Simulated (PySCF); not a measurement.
# USVWN5/STO-6G run of BCl2 (SMILES Cl[B]Cl)

Aim: the energy change on altering one bond length of BCl2 at USVWN5/STO-6G, from 2 runs. Input form: a Python script.

The calculation is run with PySCF 2.14.0.

14 further runs of the same task are left out: 2 that didn't finish, 12 set aside as unsound or not needed.

## 1. The molecule

BCl2 has 3 atoms, charge 0, and is taken as a doublet. As SMILES, `Cl[B]Cl`. Geometry: relaxed at PBE0-D4/def2-TZVP.

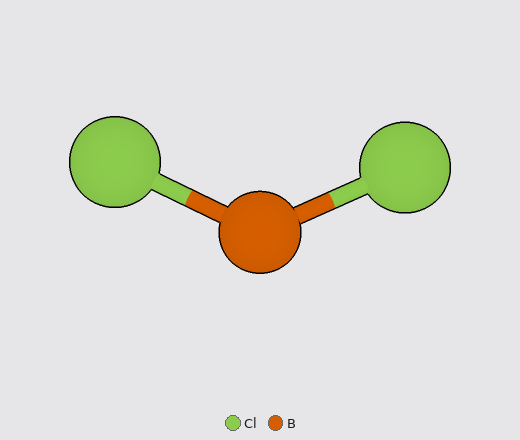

The structure, seen from a chosen angle (chlorine green, boron orange).

## 2. A single-point energy at USVWN5/STO-6G

Contents of run.py:

```python
from pyscf import gto, dft

system = gto.M(
    atom='Cl 0.371500 -1.525600 0.030000; B -0.463900 -0.050300 -0.256900; Cl 0.081500 1.511100 0.213700',
    verbose=3,
    max_memory=1860,
    spin=1,
    basis='sto-6g',
)

mf = dft.UKS(system)
mf.xc = 'svwn'
mf.grids.level = 5
mf.conv_tol = 1e-10
mf.kernel()
if not mf.converged:
    mf = mf.newton().run(mf.mo_coeff, mf.mo_occ)

e_final = mf.e_tot
print('E = %.10f Eh' % e_final)
```

Launch:

```bash
$ OMP_NUM_THREADS=1 python run.py
```

Log:

```text
converged SCF energy = -938.636192978089  <S^2> = 0.75372113  2S+1 = 2.0037177
E = -938.6361929781 Eh
```

Run time: 4.2 s. Hardware: 1 thread of AMD EPYC 7R43 (Zen 3), shared host; peak memory 0.14 GiB.

## 3. The distorted shape, same level

Contents of run.py:

```python
from pyscf import gto, dft

mol = gto.M(
    atom='''
Cl   0.098814  -2.306260  -0.205288
B   -0.736586  -0.830960  -0.492188
Cl   0.081500   1.511100   0.213700
''',
    charge=0,
    max_memory=1860,
    verbose=3,
    basis='sto-6g',
    spin=1,
)

myscf = dft.UKS(mol, xc='svwn')
myscf.grids.level = 5
myscf.conv_tol = 1e-10
myscf.kernel()
if not myscf.converged:
    myscf = myscf.newton().run(myscf.mo_coeff, myscf.mo_occ)

energy = myscf.e_tot
print('E = %.10f Eh' % energy)
```

Launch:

```bash
$ OMP_NUM_THREADS=1 python run.py
```

Log:

```text
converged SCF energy = -938.526412514883  <S^2> = 0.75815503  2S+1 = 2.0081385
E = -938.5264125149 Eh
```

It took 4.8 s on 1 thread of AMD EPYC 7R43 (Zen 3), shared host; peak memory 0.14 GiB.

## 4. Outcome

At USVWN5/STO-6G:

| quantity | value |
| --- | --- |
| first shape: total energy | -938.63619 Eh |
| first shape: dipole moment | 0.32 D |
| first shape: HOMO energy (highest over α and β) | -2.82 eV |
| first shape: LUMO energy (lowest over α and β) | -0.93 eV |
| first shape: ⟨S²⟩ | 0.754 |
| distorted shape: total energy | -938.52641 Eh |
| distorted shape: dipole moment | 3.39 D |
| distorted shape: HOMO energy (highest over α and β) | -4.20 eV |
| distorted shape: LUMO energy (lowest over α and β) | -3.09 eV |
| distorted shape: ⟨S²⟩ | 0.758 |
| energy change with the B2–Cl3 bond stretched from 1.720 to 2.579 Å | 2.987 eV |

**Reading.** With the B2–Cl3 bond stretched from 1.720 to 2.579 Å the energy rises by 2.99 eV (69 kcal/mol). The first shape isn't relaxed at this level, so the change isn't measured from a minimum. The minimal basis adds a large error of its own. Mulliken charges (first shape) run from -0.10 on Cl1 to +0.20 on B2.
